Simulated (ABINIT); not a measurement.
# SrTiO3 (Tausonite): one start, several treatments of the self-energy

Aim: compare treatments of exchange, screening and correlation for the gap of SrTiO3 (Tausonite).

Method: PBE and many-body steps on it, plane waves, in ABINIT 10.8.3.

**The experiments to reproduce.**

- Gap 3.77 eV: direct gap (M0 critical point); spectroscopic ellipsometry, second-derivative fit; 300 K; bulk crystal (commercial single crystal) (“Optical probe of ferroelectric order in bulk and thin film perovskite titanates”, 2013, arxiv:1309.1245).

## (1) Set-up

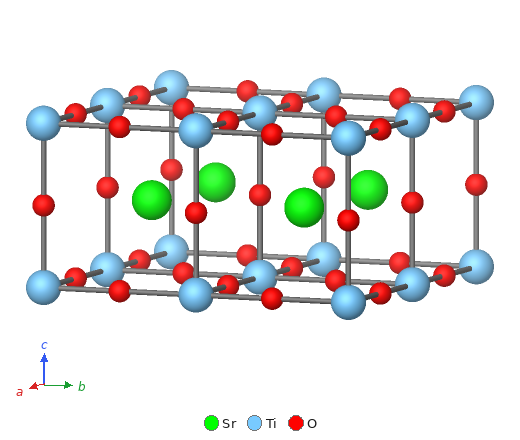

The starting structure, seen slightly off an axis (strontium green, titanium blue, oxygen red). 2×2×1 cells are drawn. Some periodic images of atoms are drawn too.

The cell and positions come from the Crystallography Open Database and are kept as given unless a step says otherwise.

## (2) Empty states on the mesh, 4×4×4 mesh, 205 bands

This step: ABINIT 10.8.3; DFT, PBE, plane waves, norm-conserving pseudopotentials.

The sums over transitions need many empty states on a uniform mesh; this step solves for them.

The input, run.abi:

```
acell 3*1.0 Angstrom
rprim 
  3.905280000000 0.000000000000 0.000000000000
  0.000000000000 3.905280000000 0.000000000000
  0.000000000000 0.000000000000 3.905280000000
ntypat 3
znucl 38 22 8
natom 5
typat 1 2 3 3 3
xred 
  0.500000000000 0.500000000000 0.500000000000
  0.000000000000 0.000000000000 0.000000000000
  0.500000000000 0.000000000000 0.000000000000
  0.000000000000 0.500000000000 0.000000000000
  0.000000000000 0.000000000000 0.500000000000
pp_dirpath "pseudos"
pseudos "Sr.upf, Ti.upf, O.upf"
ecut 38
ngkpt 4 4 4
nshiftk 1
shiftk 0 0 0
kptopt 1
chksymbreak 0
irdden 1
istwfk *1
nband 205
prtvol 0
optdriver 6
gwr_task "HDIAGO"
paral_kgb 0
occopt 1
indata_prefix "in"
outdata_prefix "out"
tmpdata_prefix "tmp"
```

The run is started by

```sh
$ OMP_NUM_THREADS=1 mpirun -n 4 abinit run.abi > log
```

The log of the run:

```text
.Version 10.8.3 of ABINIT. v10.8.2 released Aug 2026.

 Symmetries : space group Pm -3 m (#221); Bravais cP (primitive cubic)
[... echo of the input left out ...]
== DATASET  1 ==================================================================
-   mpi_nproc: 4, omp_nthreads: 1 (-1 if OMP is not activated)

--- !DatasetInfo
iteration_state: {dtset: 1, }
dimensions: {natom: 5, nkpt: 10, mband: 205, nsppol: 1, nspinor: 1, nspden: 1, mpw: 4632, }
cutoff_energies: {ecut:  38.0, pawecutdg:  -1.0, }
[...]
Indirect band gap semiconductor
 Fundamental gap:     1.908 (eV)
   VBM:     6.925 (eV) at k: [ 5.0000E-01,  5.0000E-01,  5.0000E-01]
   CBM:     8.833 (eV) at k: [ 0.0000E+00,  0.0000E+00,  0.0000E+00]
 Direct gap:         2.263 (eV) at k: [ 0.0000E+00,  0.0000E+00,  0.0000E+00]

== END DATASET(S) ==============================================================
================================================================================

 -outvars: echo values of variables after computation  --------
           etotal      0.0000000000E+00
            nband         205
             nkpt          10
          spgroup         221
 [... the other variables as echoed above ...]

 Calculation completed.
```

Run time: 3.1 min. Hardware: 4 MPI ranks of Arm Neoverse V1, shared host; peak memory 4.6 GiB; 12 min of CPU time.

Numbers from this step:

* gap: 1.908 eV
* k of the valence top: 0.5, 0.5, 0.5
* k of the conduction bottom: 0, 0, 0
* least direct gap: 2.263 eV
* k points computed: 10
* lowest point of the top converged band, above the valence top: 107.3398 eV

On this mesh the gap is 1.908 eV.

The density comes from a self-consistent run that is not shown.

## (3) Screening, 4×4×4 mesh, 197 bands, screening to 190.5 eV

The RPA dielectric matrix is built and inverted for each q.

This step: RPA screening on PBE, plane waves, norm-conserving pseudopotentials.

Changes to run.abi since step 2:

```diff
@@ -23,10 +23,11 @@
 chksymbreak 0
-irdden 1
 istwfk *1
-nband 205
-prtvol 0
-optdriver 6
-gwr_task "HDIAGO"
-paral_kgb 0
 occopt 1
+irdwfk 1
+optdriver 3
+nband 197
+ecuteps 7
+inclvkb 2
+awtr 1
+symchi 1
 indata_prefix "in"
```

The log of the run:

```text
.Version 10.8.3 of ABINIT. v10.8.2 released Aug 2026.

 Symmetries : space group Pm -3 m (#221); Bravais cP (primitive cubic)
[... echo of the input left out ...]
== DATASET  1 ==================================================================
-   mpi_nproc: 4, omp_nthreads: 1 (-1 if OMP is not activated)

--- !DatasetInfo
iteration_state: {dtset: 1, }
dimensions: {natom: 5, nkpt: 10, mband: 197, nsppol: 1, nspinor: 1, nspden: 1, mpw: 4632, }
cutoff_energies: {ecut:  38.0, pawecutdg:  -1.0, }
electrons: {nelect:   4.00000000E+01, charge:   0.00000000E+00, occopt:   1.00000000E+00, tsmear:   1.00000000E-02, }

 SCREENING: Calculation of the susceptibility and dielectric matrices

 Based on a program developped by R.W. Godby, V. Olevano, G. Onida, and L. Reining.
 Incorporated in ABINIT by V. Olevano, G.-M. Rignanese, and M. Torrent.
.Using double precision arithmetic ; gwpc =  8

[... cell and pseudopotentials left out ...]
--------------------------------------------------------------------------------

 ==== K-mesh for the wavefunctions ====
 Number of points in the irreducible wedge :    10
[... list of points left out ...]
 Together with 48 symmetry operations and time-reversal symmetry
 yields    64 points in the full Brillouin Zone.

 ==== Q-mesh for the screening function ====
 Number of points in the irreducible wedge :    10
[... list of points left out ...]
 Together with 48 symmetry operations and time-reversal symmetry
 yields    64 points in the full Brillouin Zone.

 setmesh: FFT mesh size selected  =    30x   30x   30
          total number of points  =        27000

 vcoul_init : cutoff-mode = AUXILIARY_FUNCTION
 q-points for optical limit:   1
     1)      0.000010    0.000020    0.000030

- screening: taking advantage of time-reversal symmetry
- Maximum band index for partially occupied states nbvw = 20
- Remaining bands to be divided among processors   nbcw = 177
- Number of bands treated by each node ~44

 Number of electrons calculated from density =   40.0000; Expected =   40.0000
 average of density, n =  0.099519
 r_s =    1.3387
 omega_plasma =   30.4305 [eV]

 calculating chi0 at frequencies [eV] :
  1    0.000000E+00    0.000000E+00
  2    0.000000E+00    3.043050E+01

--------------------------------------------------------------------------------
  q-point number  1        q = ( 0.000000, 0.000000, 0.000000) [r.l.u.]
--------------------------------------------------------------------------------
[... chi0 elements left out ...]
 For q-point:  0.000010 0.000020 0.000030
  dielectric constant =   6.3915
  dielectric constant without local fields =   6.7756

  Average fulfillment of the sum rule on Im[epsilon] for q-point    1 :     75.07  [%]
[... wings left out ...]
  q-point number  2        q = ( 0.250000, 0.000000, 0.000000) [r.l.u.]
--------------------------------------------------------------------------------
[... chi0 elements left out ...]
  Average fulfillment of the sum rule on Im[epsilon] for q-point    2 :     83.03  [%]

 [... 8 further q-points ...]
```

It took 3.2 min on 4 MPI ranks; peak memory 1.6 GiB.

This step gave:

```yaml
eps_infinity_with_local_fields_on_this_mesh_along_the_program_s_q_direction: 6.391
the_same_without_local_fields: 6.776
plasma_frequency: 30.43 eV
plane_waves_in_the_screening_matrix: 365
```

Local fields lower ε∞ by 6 %. On a Γ-centred mesh this coarse the value itself is usually too large, while a short band sum pulls it down.

## (4) G0W0, Godby-Needs plasmon pole

The self-energy is evaluated for the states that the input lists, and the levels follow from it, in one-shot runs by the linearised quasiparticle equation.

This step: G0W0 on PBE, plane waves, norm-conserving pseudopotentials.

Changes to run.abi since step 3:

```diff
@@ -26,8 +26,17 @@
 irdwfk 1
-optdriver 3
+optdriver 4
 nband 197
+gwcalctyp 0
+ecutsigx 38
+symsigma 1
+nkptgw 2
+kptgw 
+  0.5000000000 0.5000000000 0.5000000000
+  0.0000000000 0.0000000000 0.0000000000
+bdgw 
+  18 23
+  18 23
 ecuteps 7
-inclvkb 2
-awtr 1
-symchi 1
+irdscr 1
+ppmodel 1
 indata_prefix "in"
```

The log of the run:

```text
.Version 10.8.3 of ABINIT. v10.8.2 released Aug 2026.

 Symmetries : space group Pm -3 m (#221); Bravais cP (primitive cubic)
[... echo of the input left out ...]
== DATASET  1 ==================================================================
-   mpi_nproc: 4, omp_nthreads: 1 (-1 if OMP is not activated)

--- !DatasetInfo
iteration_state: {dtset: 1, }
dimensions: {natom: 5, nkpt: 10, mband: 197, nsppol: 1, nspinor: 1, nspden: 1, mpw: 4632, }
cutoff_energies: {ecut:  38.0, pawecutdg:  -1.0, }
electrons: {nelect:   4.00000000E+01, charge:   0.00000000E+00, occopt:   1.00000000E+00, tsmear:   1.00000000E-02, }

 SIGMA: Calculation of the GW corrections

 Based on a program developped by R.W. Godby, V. Olevano, G. Onida, and L. Reining.
 Incorporated in ABINIT by V. Olevano, G.-M. Rignanese, and M. Torrent.
.Using double precision arithmetic ; gwpc =  8

[... cell and pseudopotentials left out ...]
--------------------------------------------------------------------------------

 ==== K-mesh for the wavefunctions ====
 Number of points in the irreducible wedge :    10
[... list of points left out ...]
 Together with 48 symmetry operations and time-reversal symmetry
 yields    64 points in the full Brillouin Zone.

 ==== Q-mesh for screening function ====
 Number of points in the irreducible wedge :    10
[... list of points left out ...]
 Together with 48 symmetry operations and time-reversal symmetry
 yields    64 points in the full Brillouin Zone.

 vcoul_init : cutoff-mode = AUXILIARY_FUNCTION
 q-points for optical limit:   1
     1)      0.000010    0.000020    0.000030
 setmesh: FFT mesh size selected  =    45x   45x   45
          total number of points  =        91125

 Number of electrons calculated from density =   40.0000; Expected =   40.0000
 average of density, n =  0.099519
 r_s =    1.3387
 omega_plasma =   30.4305 [eV]

 === KS Band Gaps ===
  >>>> For spin  1
   Minimum direct gap =   2.2628 [eV], located at k-point      :   0.0000  0.0000  0.0000
   Fundamental gap    =   1.9077 [eV], Top of valence bands at :   0.5000  0.5000  0.5000
                                       Bottom of conduction at :   0.0000  0.0000  0.0000
 SIGMA fundamental parameters:
 PLASMON POLE MODEL  1
 number of plane-waves for SigmaX                 4457
 number of plane-waves for SigmaC and W            365
 number of plane-waves for wavefunctions          4457
 number of bands                                   197
 number of independent spin polarizations            1
 number of spinorial components                      1
 number of k-points in IBZ                          10
 number of q-points in IBZ                          10
 number of symmetry operations                      48
 number of k-points in BZ                           64
 number of q-points in BZ                           64
 number of frequencies for dSigma/dE                 9
 frequency step for dSigma/dE [eV]                0.25
 number of omega for Sigma on real axis              0
 max omega for Sigma on real axis  [eV]           0.00
 zcut for avoiding poles [eV]                     0.10

 EPSILON^-1 parameters (SCR file):
 dimension of the eps^-1 matrix on file            365
 dimension of the eps^-1 matrix used               365
 number of plane-waves for wavefunctions          4457
 number of bands                                   197
 number of q-points in IBZ                          10
 number of frequencies                               2
 number of real frequencies                          1
 number of imag frequencies                          1

 matrix elements of self-energy operator (all in [eV])

 Perturbative Calculation

--- !SelfEnergy_ee
iteration_state: {dtset: 1, }
kpoint     : [   0.500,    0.500,    0.500, ]
spin       : 1
KS_gap     :    4.517
QP_gap     :    6.363
Delta_QP_KS:    1.846
data: !SigmaeeData |
     Band     E0 <VxcDFT>   SigX SigC(E0)      Z dSigC/dE  Sig(E)    E-E0       E
       18   6.925 -20.195 -25.189   4.746   0.767  -0.305 -20.384  -0.190   6.736
       19   6.925 -20.195 -25.189   4.746   0.767  -0.305 -20.384  -0.190   6.736
       20   6.925 -20.195 -25.189   4.746   0.767  -0.305 -20.384  -0.190   6.736
       21  11.442 -21.983 -12.959  -6.731   0.722  -0.385 -20.327   1.656  13.098
       22  11.442 -21.983 -12.959  -6.731   0.722  -0.385 -20.327   1.656  13.098
       23  11.442 -21.983 -12.959  -6.731   0.722  -0.385 -20.327   1.656  13.098

--- !SelfEnergy_ee
iteration_state: {dtset: 1, }
kpoint     : [   0.000,    0.000,    0.000, ]
spin       : 1
KS_gap     :    2.263
QP_gap     :    3.853
Delta_QP_KS:    1.590
data: !SigmaeeData |
     Band     E0 <VxcDFT>   SigX SigC(E0)      Z dSigC/dE  Sig(E)    E-E0       E
[...]
21   8.833 -18.883 -11.450  -5.663   0.781  -0.281 -17.500   1.382  10.215
       22   8.833 -18.883 -11.450  -5.663   0.781  -0.281 -17.500   1.382  10.215
       23   8.833 -18.883 -11.450  -5.663   0.781  -0.281 -17.500   1.382  10.215

== END DATASET(S) ==============================================================
================================================================================

 -outvars: echo values of variables after computation  --------
           etotal      0.0000000000E+00
            nband         197
             nkpt          10
          spgroup         221
 [... the other variables as echoed above ...]

 Calculation completed.
```

Wall time 42 s (4 MPI ranks); peak memory 1.7 GiB.

This step gave:

```
G0W0 gap on the points computed              : 3.479 eV
starting gap on the mesh                     : 1.908 eV
k of the valence top                         : 0.5, 0.5, 0.5
k of the conduction bottom                   : 0, 0, 0
Z at the valence top                         : 0.767
Z at the conduction bottom                   : 0.781
least direct G0W0 gap on the computed points : 3.852 eV
```

The gap on the mesh goes from 1.91 eV to 3.48 eV, a correction of +1.57 eV.

## (5) G0W0, Hybertsen-Louie plasmon pole

Changes to run.abi since step 4:

```diff
@@ -40,3 +40,3 @@
 irdscr 1
-ppmodel 1
+ppmodel 2
 indata_prefix "in"
```

The log of the run:

```text
.Version 10.8.3 of ABINIT. v10.8.2 released Aug 2026.

 Symmetries : space group Pm -3 m (#221); Bravais cP (primitive cubic)
[... echo of the input left out ...]
== DATASET  1 ==================================================================
-   mpi_nproc: 4, omp_nthreads: 1 (-1 if OMP is not activated)

--- !DatasetInfo
iteration_state: {dtset: 1, }
dimensions: {natom: 5, nkpt: 10, mband: 197, nsppol: 1, nspinor: 1, nspden: 1, mpw: 4632, }
cutoff_energies: {ecut:  38.0, pawecutdg:  -1.0, }
electrons: {nelect:   4.00000000E+01, charge:   0.00000000E+00, occopt:   1.00000000E+00, tsmear:   1.00000000E-02, }

 SIGMA: Calculation of the GW corrections

 Based on a program developped by R.W. Godby, V. Olevano, G. Onida, and L. Reining.
 Incorporated in ABINIT by V. Olevano, G.-M. Rignanese, and M. Torrent.
.Using double precision arithmetic ; gwpc =  8

[... cell and pseudopotentials left out ...]
--------------------------------------------------------------------------------

 ==== K-mesh for the wavefunctions ====
 Number of points in the irreducible wedge :    10
[... list of points left out ...]
 Together with 48 symmetry operations and time-reversal symmetry
 yields    64 points in the full Brillouin Zone.

 ==== Q-mesh for screening function ====
 Number of points in the irreducible wedge :    10
[... list of points left out ...]
 Together with 48 symmetry operations and time-reversal symmetry
 yields    64 points in the full Brillouin Zone.

 vcoul_init : cutoff-mode = AUXILIARY_FUNCTION
 q-points for optical limit:   1
     1)      0.000010    0.000020    0.000030
 setmesh: FFT mesh size selected  =    45x   45x   45
          total number of points  =        91125

 Number of electrons calculated from density =   40.0000; Expected =   40.0000
[...]
number of omega for Sigma on real axis              0
 max omega for Sigma on real axis  [eV]           0.00
 zcut for avoiding poles [eV]                     0.10

 EPSILON^-1 parameters (SCR file):
 dimension of the eps^-1 matrix on file            365
 dimension of the eps^-1 matrix used               365
 number of plane-waves for wavefunctions          4457
 number of bands                                   197
 number of q-points in IBZ                          10
 number of frequencies                               2
 number of real frequencies                          1
 number of imag frequencies                          1

 matrix elements of self-energy operator (all in [eV])

 Perturbative Calculation

--- !SelfEnergy_ee
iteration_state: {dtset: 1, }
kpoint     : [   0.500,    0.500,    0.500, ]
spin       : 1
KS_gap     :    4.517
QP_gap     :    7.449
Delta_QP_KS:    2.932
data: !SigmaeeData |
     Band     E0 <VxcDFT>   SigX SigC(E0)      Z dSigC/dE  Sig(E)    E-E0       E
       18   6.925 -20.195 -25.189   4.106   0.831  -0.203 -20.933  -0.738   6.187
       19   6.925 -20.195 -25.189   4.106   0.831  -0.203 -20.933  -0.738   6.187
       20   6.925 -20.195 -25.189   4.106   0.831  -0.203 -20.933  -0.738   6.187
[...]
--- !SelfEnergy_ee
iteration_state: {dtset: 1, }
kpoint     : [   0.000,    0.000,    0.000, ]
spin       : 1
KS_gap     :    2.263
QP_gap     :    4.544
Delta_QP_KS:    2.281
data: !SigmaeeData |
     Band     E0 <VxcDFT>   SigX SigC(E0)      Z dSigC/dE  Sig(E)    E-E0       E
[...]
22   8.833 -18.883 -11.450  -5.595   0.850  -0.176 -17.321   1.562  10.395
       23   8.833 -18.883 -11.450  -5.595   0.850  -0.176 -17.321   1.562  10.395

== END DATASET(S) ==============================================================
================================================================================

 -outvars: echo values of variables after computation  --------
           etotal      0.0000000000E+00
            nband         197
             nkpt          10
          spgroup         221
 [... the other variables as echoed above ...]

 Calculation completed.
```

Elapsed: 41 s, on 4 MPI ranks; peak memory 1.6 GiB; 2.7 min of CPU time.

This step gave:

| Item | Value |
| --- | --- |
| G0W0 gap on the points computed | 4.208 eV |
| starting gap on the mesh | 1.908 eV |
| k of the valence top | 0.5, 0.5, 0.5 |
| k of the conduction bottom | 0, 0, 0 |
| Z at the valence top | 0.831 |
| Z at the conduction bottom | 0.85 |
| least direct G0W0 gap on the computed points | 4.544 eV |

Against G0W0 in ABINIT (4×4×4 mesh, 197 bands, screening to 190.5 eV, Godby-Needs plasmon pole), the gap moves by +0.729 eV.

## (6) G0W0, von der Linden-Horsch plasmon pole

Changes to run.abi since step 5:

```diff
@@ -40,3 +40,3 @@
 irdscr 1
-ppmodel 2
+ppmodel 3
 indata_prefix "in"
```

The log of the run:

```text
.Version 10.8.3 of ABINIT. v10.8.2 released Aug 2026.

 Symmetries : space group Pm -3 m (#221); Bravais cP (primitive cubic)
[... echo of the input left out ...]
== DATASET  1 ==================================================================
-   mpi_nproc: 4, omp_nthreads: 1 (-1 if OMP is not activated)

--- !DatasetInfo
iteration_state: {dtset: 1, }
dimensions: {natom: 5, nkpt: 10, mband: 197, nsppol: 1, nspinor: 1, nspden: 1, mpw: 4632, }
cutoff_energies: {ecut:  38.0, pawecutdg:  -1.0, }
[...]
Band     E0 <VxcDFT>   SigX SigC(E0)      Z dSigC/dE  Sig(E)    E-E0       E
[...]
22   8.833 -18.883 -11.450  -5.984   0.846  -0.182 -17.657   1.226  10.059
       23   8.833 -18.883 -11.450  -5.984   0.846  -0.182 -17.657   1.226  10.059

== END DATASET(S) ==============================================================
================================================================================

 -outvars: echo values of variables after computation  --------
           etotal      0.0000000000E+00
            nband         197
             nkpt          10
          spgroup         221
 [... the other variables as echoed above ...]

 Calculation completed.
```

Run time: 17 s. Hardware: 4 MPI ranks; peak memory 1.5 GiB.

Numbers from this step:

* G0W0 gap on the points computed: 3.621 eV
* starting gap on the mesh: 1.908 eV
* k of the valence top: 0.5, 0.5, 0.5
* k of the conduction bottom: 0, 0, 0
* least direct G0W0 gap on the computed points: 3.990 eV

Against G0W0 in ABINIT (4×4×4 mesh, 197 bands, screening to 190.5 eV, Godby-Needs plasmon pole), the gap moves by +0.142 eV.

[end of part 1 of 2]

[Paths, hosts, dates, memory and timing lines, banners, echoed tables and standing remarks are left out of the program output.]

[Logs are printed without paths, hosts, clocks, repeated set-up lines and the standing remarks that a program may print on its own settings, such as how far it seeks lower states.]

[Runs of the session that timed out or met a known fault of the program may be left out.]

[Hosts, paths, dates, database ids (printed as entryN), source tags and the programs' standing remarks are cut or masked in the printed files.]

[G0W0 gaps are taken among the corrected bands and points alone; a level outside them can change the order at an edge.]

[Where Ansatz stands beside ABINIT at settings called matched, ABINIT's density can come from a denser mesh and the files from another edition; pairs whose starting gaps differed by over 0.03 eV were left out, so agreement reads better than it is.]
